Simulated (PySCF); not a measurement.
**Run report: C₅H₁₂ClNSi, NMR shielding calculation**

System: C₅H₁₂ClNSi.
Method: GIAO PBE0/pcSseg-1 NMR shielding, non-relativistic, gas phase (PySCF 2.14.0).

The geometry comes from this level: GFN2-xTB. It belongs to a series of runs on one base structure; here: H on Si replaced by NMe2. Figures and captions count atoms from 1; the log counts them from 0 in places.

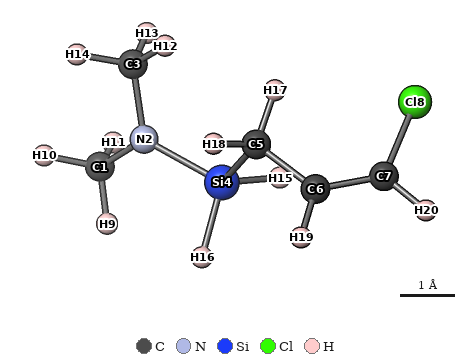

Figure 1. The input geometry (ball-and-stick view, seen at a tilt; atoms are numbered from 1 in the order of the input). Bond lengths as drawn: C–C 1.32 to 1.48 Å, C–Cl 1.73 Å, C–H 1.08 to 1.10 Å, C–N 1.44 Å, C–Si 1.91 Å, H–Si 1.47 Å and N–Si 1.72 Å.

### Results in brief

- outcome: converged
- total energy: −1001.545159 hartree
- HOMO: −6.34 eV
- LUMO: 0.07 eV
- dipole moment: 1.67 D
- isotropic shielding, C: 53.3 to 169.5 ppm
- isotropic shielding, N: 250.5 ppm
- isotropic shielding, Si: 383.7 ppm
- isotropic shielding, Cl: 776.2 ppm
- isotropic shielding, H: 25.7 to 30.0 ppm
- hardware: 1 CPU thread, shared host
- wall time: 51 s
- peak memory: 0.94 GiB

### Input
```
{"job": {"kind": "nmr", "xc": "PBE0", "basis": "pcSseg-1"}, "charge": 0, "multiplicity": 1}
C     -2.582593    -1.232474     0.016177
N     -1.525406    -0.253537     0.057724
C     -1.998734     1.063723    -0.297653
Si     0.102476    -0.766455    -0.146804
C      1.238711     0.695522     0.321456
C      2.635300     0.219752     0.400852
C      3.542186     0.310466    -0.558960
Cl     3.219461     1.058546    -2.081197
H     -2.203927    -2.192014     0.355266
H     -3.401369    -0.922445     0.670840
H     -2.983028    -1.356401    -0.996846
H     -1.192451     1.785754    -0.213409
H     -2.389580     1.092648    -1.321719
H     -2.805803     1.358301     0.379622
H      0.488628    -1.223563    -1.493744
H      0.279500    -1.868588     0.805469
H      1.163459     1.481507    -0.427788
H      0.932037     1.104115     1.282968
H      2.926823    -0.279736     1.313842
H      4.549160    -0.064442    -0.478829
```

The first line tells a small driver script what to run in PySCF; the rest is the geometry in Å.

Launched with:
```bash
OMP_NUM_THREADS=1 python <driver script> task.json out
```

### The program's output
```
coarse grid: 17184 points
cycle   1  E = -1001.4522538785  dE =  8.045e-01  |g| = 4.345e-01  |ddm| = 3.958e+00
cycle   2  E = -1001.4298021014  dE =  2.245e-02  |g| = 5.396e-01  |ddm| = 9.640e-01
cycle   3  E = -1001.4981279645  dE = -6.833e-02  |g| = 9.711e-02  |ddm| = 6.093e-01
cycle   4  E = -1001.5001525340  dE = -2.025e-03  |g| = 3.315e-02  |ddm| = 1.122e-01
cycle   5  E = -1001.5003937191  dE = -2.412e-04  |g| = 1.050e-02  |ddm| = 3.249e-02
cycle   6  E = -1001.5004166099  dE = -2.289e-05  |g| = 3.880e-03  |ddm| = 1.162e-02
cycle   7  E = -1001.5004197498  dE = -3.140e-06  |g| = 7.947e-04  |ddm| = 3.529e-03
final grid: 155168 points
cycle   8  E = -1001.5451372611  dE = -4.449e-05  |g| = 9.277e-03  |ddm| = 3.210e-02
cycle   9  E = -1001.5451289283  dE =  8.333e-06  |g| = 1.076e-02  |ddm| = 1.819e-02
cycle  10  E = -1001.5451585321  dE = -2.960e-05  |g| = 1.319e-03  |ddm| = 1.060e-02
cycle  11  E = -1001.5451588844  dE = -3.523e-07  |g| = 4.244e-04  |ddm| = 1.570e-03
cycle  12  E = -1001.5451589253  dE = -4.089e-08  |g| = 1.099e-04  |ddm| = 3.906e-04
cycle  13  E = -1001.5451589278  dE = -2.517e-09  |g| = 3.941e-05  |ddm| = 1.268e-04
cycle  14  E = -1001.5451589281  dE = -3.431e-10  |g| = 8.231e-06  |ddm| = 3.703e-05
```

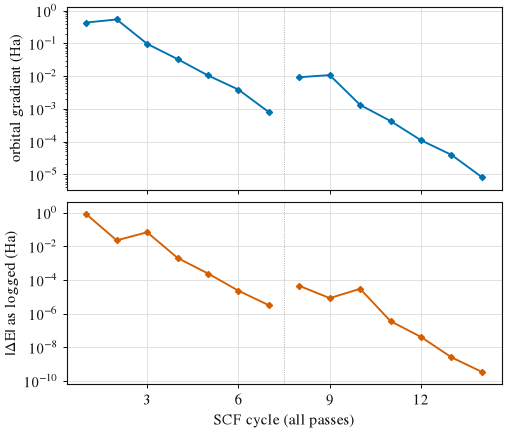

Figure 2. Convergence of the self-consistent field: orbital gradient and size of the energy change against the SCF cycle. The dotted line marks the change from a coarse to the final integration grid. The first 7 cycles use a coarse grid, the final grid takes over at cycle 8, and the field converges after 14 cycles in all.

```
converged SCF energy = -1001.5451589281

GIAO shielding tensors (ppm)
atom      isotropic    diamagn.    paramagn.     s11        s22        s33       span
  0 C      144.946     242.964     -98.017    121.343    127.099    186.398     65.055
  1 N      250.476     328.616     -78.140    222.739    254.366    274.322     51.583
  2 C      146.697     246.176     -99.479    124.291    131.211    184.589     60.298
  3 Si     383.694     883.161    -499.467    339.937    358.043    453.102    113.165
  4 C      169.503     255.045     -85.542    144.524    177.257    186.728     42.204
  5 C       53.295     255.153    -201.857    -62.128     65.440    156.574    218.701
  6 C       57.904     250.911    -193.007    -39.993     94.252    119.452    159.446
  7 Cl     776.175    1147.527    -371.352    548.942    839.587    939.996    391.055
  8 H       28.869      29.446      -0.578     24.198     27.301     35.107     10.908
  9 H       29.181      28.296       0.885     24.705     26.503     36.335     11.630
 10 H       29.235      28.199       1.036     24.634     26.997     36.074     11.440
 11 H       28.951      32.113      -3.162     23.268     30.161     33.424     10.156
 12 H       29.314      30.032      -0.718     25.285     26.718     35.938     10.653
 13 H       29.300      29.962      -0.662     25.157     26.595     36.147     10.991
 14 H       27.083      31.438      -4.355     22.956     26.869     31.423      8.467
 15 H       27.306      32.426      -5.120     23.327     26.793     31.797      8.471
 16 H       28.905      32.493      -3.588     23.847     30.501     32.366      8.519
 17 H       30.042      33.173      -3.131     25.004     29.190     35.931     10.927
 18 H       25.702      30.251      -4.548     23.235     25.876     27.995      4.760
 19 H       25.685      27.458      -1.773     20.885     27.355     28.814      7.929
```

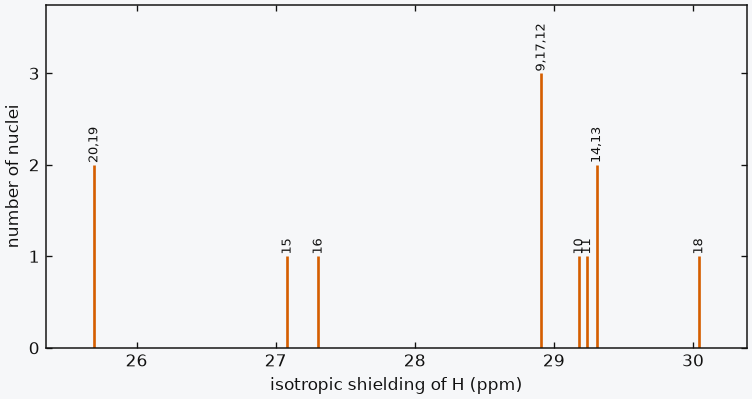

Figure 3. Isotropic shieldings of the hydrogen nuclei in this fixed geometry, labelled by atom number; shielding grows to the right, so chemical shift grows to the left. The least shielded is H20 (25.7 ppm), the most shielded H18 (30.0 ppm).

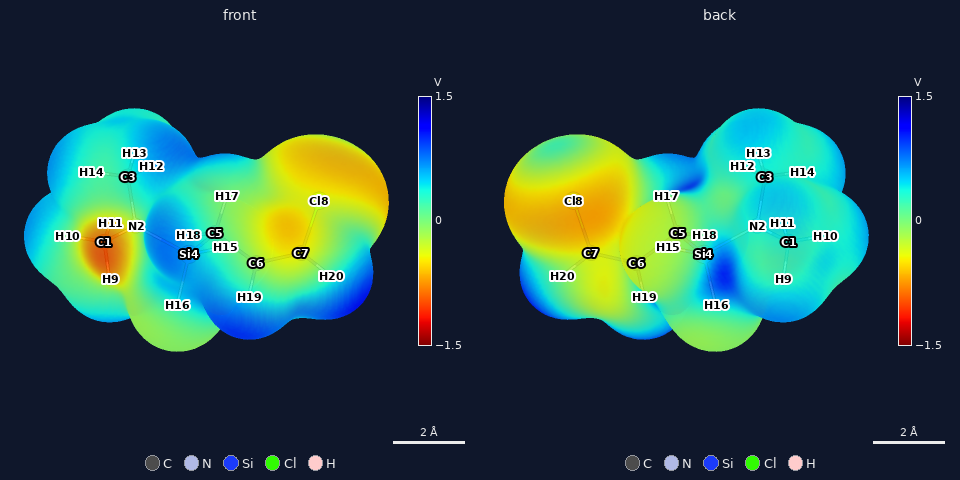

Figure 4. The electrostatic potential painted on the density surface at 0.002 e/bohr³, seen at a tilt and from behind; the colour scale runs from red (negative) to blue (positive). Its dipole moment is 1.67 D.

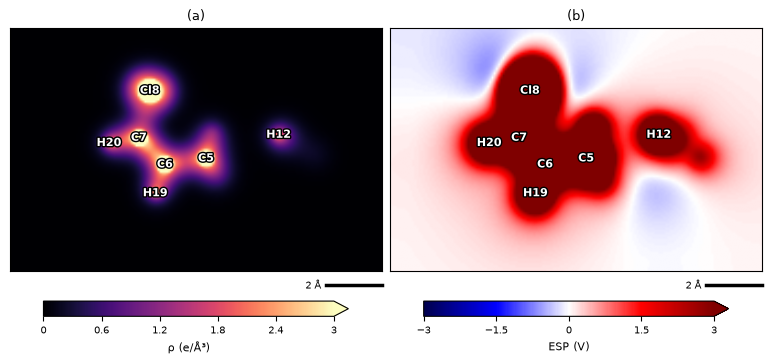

Figure 5. (a) total electron density; (b) electrostatic potential on the plane of atoms C7, C6 and H19. Atoms in the plane: C, Cl and H. C–C (1.32 Å): ρ at the midpoint is about 2.3 e/Å³. C–Cl (1.73 Å): ρ is about 1.5 e/Å³ halfway. C–C (1.48 Å): ρ is about 1.7 e/Å³ halfway.
